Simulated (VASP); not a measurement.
Band structure of SmP (space group Fm-3m). Level of theory: PBEsol GGA, VASP's PBE PAW potentials (set 64) (plane waves; VASP).

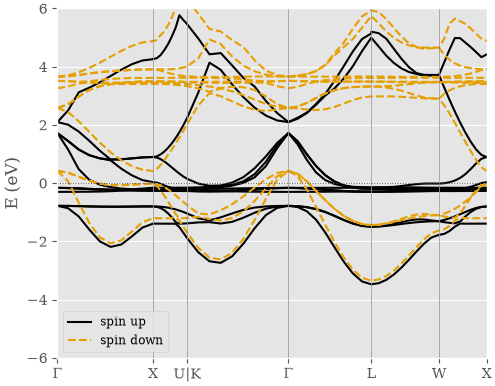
*Bands along high-symmetry lines, zero at the valence-band maximum or, without a gap, the Fermi level*

Read the plot: is there a gap, and where are the band edges?

It has no gap at this level: it comes out as a metal or semimetal.

The structure comes from a measured SmP entry (Fm-3m) of the Crystallography Open Database, whose conditions weren't checked. The cell was not relaxed at this level.
